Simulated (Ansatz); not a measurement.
Partial pair distribution functions of a relaxed model of amorphous Hf12La4O30, broadened by 0.06 Å; density 8.40 g/cm³. These are PBE, scalar-relativistic without spin-orbit coupling (plane waves to 420 eV, PAW; Ansatz, a first-principles code) values and carry that method's errors.

A CHGNet melt-quench gave the starting glass, which DFT then relaxed. O atoms were pushed apart under 1.9 Å during the dynamics, to hinder bonds among them. The hot cell started wider than the set density and was brought back towards it in steps. It is the lowest in DFT energy of 2 quenches. It is a model cell: composition and starting density were chosen by hand, and all elements were melted together. No dispersion term was used. Its density started from a set value of 8.54 and ended at 8.40 g/cm³. The quench (nominally 280 K/ps over its main leg) was far faster than any real one, so the model tends to hold more defects than a real film. A cell of this size samples the disorder only roughly. The volume was free in the relaxation, at fixed shape. Stress components on the final sampling reach 1.5 GPa.

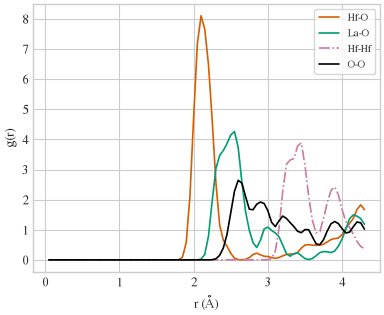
*Partial pair distribution functions*

Highest peaks under 4.5 Å: Hf-O near 2.10 Å, La-O near 2.55 Å, Hf-Hf near 3.45 Å, O-O near 2.60 Å; pairs of few atoms are noisy.

Within 2.58 Å each Hf has 6.42 O neighbours on average.
